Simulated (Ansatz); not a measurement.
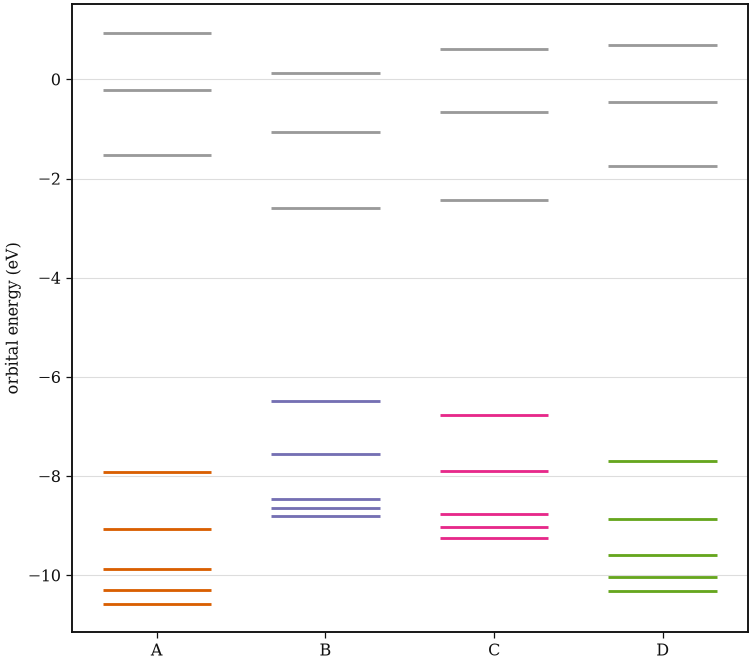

Frontier orbital energies of C₂H₄FNOSi, SMILES F[C@H]1N=C[SiH2]O1 at one geometry, def2-TZVPP, the Ansatz code 0.2.0, at a PBE0-D4/def2-TZVP geometry (no frequency check). Empty levels are grey, levels within 0.1 eV stand side by side; all columns show the same few orbitals around the gap.

The columns come from B3LYP, PBE, PBE0 and r2SCAN. Which is which?

Answer. A: PBE0 (HOMO −7.92, LUMO −1.52, separation 6.40 eV)
B: PBE (HOMO −6.49, LUMO −2.60, separation 3.89 eV)
C: r2SCAN (HOMO −6.77, LUMO −2.43, separation 4.34 eV)
D: B3LYP (HOMO −7.70, LUMO −1.75, separation 5.94 eV)

Caveats, for all or some of the runs: empty levels above zero depend strongly on the basis.
